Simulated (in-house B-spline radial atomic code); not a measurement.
RPA and GW calculation for Cu⁻

Cu⁻, configuration [Ar] 3d10 4s2. Computed at this level: RPA, second-order and SOSEX correlation energies and G0W0 (contour deformation) on a scalar-relativistic (spin-free one-electron X2C) mean field, all electrons, B-spline basis (in-house B-spline radial atomic code).

## Input file
```
Z = 29
electrons = 30.0
configuration = [Ar] 3d10 4s2
hamiltonian = x2c
method = pbeh
lmax = 9
exact_exchange_fraction = 0.5
rms_radius = 3.8823
spin_polarised = False
box_radius = 60.0
intervals = 75
ion_configuration = [Ar] 3d10 4s1
```

The run was one of a batch that the task file lists, launched with:
```bash
python <driver script> task.json out
```

The program writes its results to a structured record and prints no log; tables and figures of this report are taken from that record.

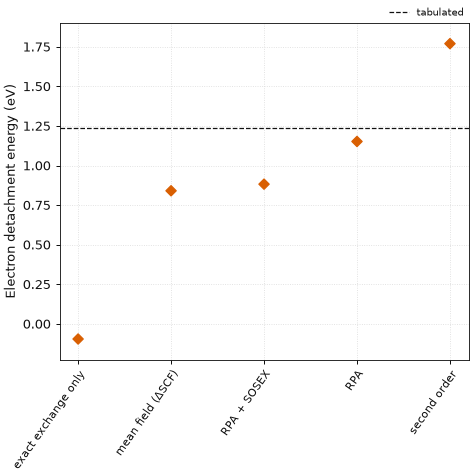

Electron detachment energy of Cu⁻ ([Ar] 3d¹⁰ 4s² → [Ar] 3d¹⁰ 4s). All-electron spherical atom, scalar X2C, PBE with 50 % exact exchange start, no spin-orbit coupling, Breit or QED terms; computed with a B-spline radial code. Differences of total energies, each species on its own start, beside the G₀W₀ level.

```
             Method  Electron detachment energy (eV)
  mean field (ΔSCF)                             0.84
exact exchange only                            −0.10
       second order                             1.77
                RPA                             1.15
        RPA + SOSEX                             0.88
```

The values run from −0.10 eV (exact exchange only) to 1.77 eV (second order). The tabulated value is 1.24 eV; nearest to it come RPA (−0.08) and RPA + SOSEX (−0.35), furthest exact exchange only (−1.33 eV).

## Summary

```tsv
quantity	value
outcome	converged
mean-field total energy	−1654.58618 hartree
total energy with exact exchange alone	−1653.17910 hartree
exact exchange energy	−66.53958 hartree
RPA correlation, extrapolated in the angular momentum of the empty orbitals	−2.16332 hartree
RPA correlation, as summed	−2.14037 hartree
direct second-order term	−2.72397 hartree
second-order exchange term	0.76660 hartree
SOSEX term	0.67092 hartree
hardware	1 CPU thread, shared host
wall time	4.1 s
```

## Notes

To bear in mind: anion configuration assumed; spin-orbit coupling, Breit and QED terms are absent.
